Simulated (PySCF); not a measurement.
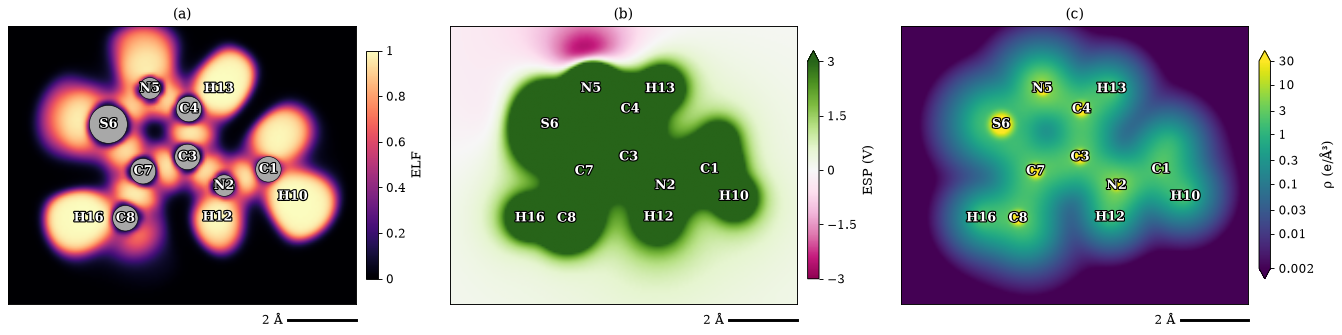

C5H8N2S (SMILES CNc1cnsc1C). (a) electron localisation function; (b) electrostatic potential; (c) electron density on the plane of atoms C7, C8 and H16. Grey discs cover the atomic cores in the ELF map.

Geometry: GFN2-xTB.

Computed with CAM-B3LYP/def2-SVPD, SCF density, gas phase in PySCF.

```xyz
16

C    -2.3021   -0.3655   -0.1632
N    -0.9362   -0.6118    0.2382
C     0.0056    0.3905    0.0870
C    -0.2607    1.7798    0.0031
N     0.7805    2.5657   -0.0652
S     2.1649    1.7095   -0.0307
C     1.3701    0.1806    0.0758
C     2.1068   -1.1096    0.1486
H    -2.7117    0.4457    0.4377
H    -2.8863   -1.2632    0.0291
H    -2.4001   -0.0993   -1.2238
H    -0.5899   -1.5205   -0.0376
H    -1.2361    2.2327   -0.0105
H     1.8610   -1.7465   -0.7040
H     1.8485   -1.6493    1.0607
H     3.1783   -0.9298    0.1434
```

Describe what can be read from this map.

- The plane passes through C, N, S and H nuclei.
- C–N (1.31 Å): ρ is about 2.6 e/Å³ halfway; the ELF peaks at about 0.90 between the atoms; a covalent bond.
- C–C (1.38 Å): ρ at the midpoint is about 2.1 e/Å³; the ELF peaks at about 0.95 between the atoms, as expected for localised, covalent bonding.
- S–N (1.63 Å): the density is about 1.7 e/Å³ at the midpoint; the ELF peaks at about 0.90 between the atoms (a covalent bond).
- C–S (1.73 Å): ρ at the midpoint is about 1.5 e/Å³; the ELF peaks at about 0.90 between the atoms: localised, covalent bonding.
- N–H (1.01 Å): ρ at the midpoint is about 2.9 e/Å³; the ELF climbs to about 1 towards the hydrogen, as it does in any bond to H (an ordinary covalent bond to hydrogen).
- The ELF also peaks beside S6 and N5, away from the bonds: lone-pair regions.
- Outside the dense part of the molecule the potential is most negative (−2.5 V) near N5.
